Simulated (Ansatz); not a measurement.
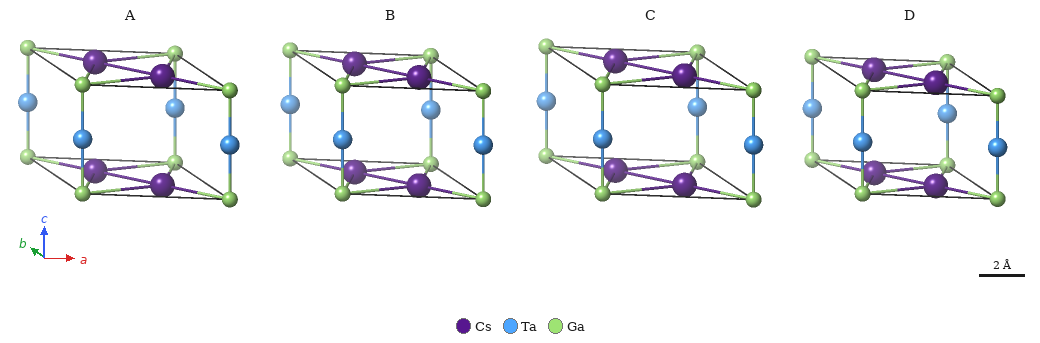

4 geometries from one relaxation of crystalline Cs2TaGa (a generated structure, set up in P6/mmm) (coarse preliminary run), in shuffled order. Style: ball-and-stick. Shown: the cell of the calculation, slightly off an axis.

Level of theory: DFT PBE, scalar-relativistic, plane waves, PAW in Ansatz. Set-up: plane-wave cutoff 420 eV; k-point mesh 3 × 3 × 4; occupations gaussian; smearing width 0.1 eV; no spin polarisation; cell and atoms relaxed; force threshold 0.04 eV/Å; at most 70 steps.

Order the frames from highest to lowest energy.

D, B, A, C. They are steps 0, 1, 2, 4, at +221 meV per atom, +66.8 meV per atom, +13.0 meV per atom relative to the last. The atoms keep their places relative to the cell (all moves are under 0.005 Å). Cell: a = b 6.066 → 6.785 Å (+11.8 %), c 4.758 → 5.047 Å (+6.1 %). Volume +32.7 %. Near-neighbour distances that change, for instance: Cs–Cs 3.502 → 3.917 Å, Cs–Ga 3.502 → 3.917 Å, Ga–Ta 2.379 → 2.523 Å. The space group stays P6/mmm (No. 191). After 3 accepted moves (4 points after the start) the energy has fallen by 221 meV per atom. All forces vanish by symmetry, so only the cell relaxes. The pressure goes from 7.27 to 0.26 GPa. At 1 point the geometry stayed and the basis and grid were re-selected for the new cell (energy shift of 3.1 meV per atom at most each time).
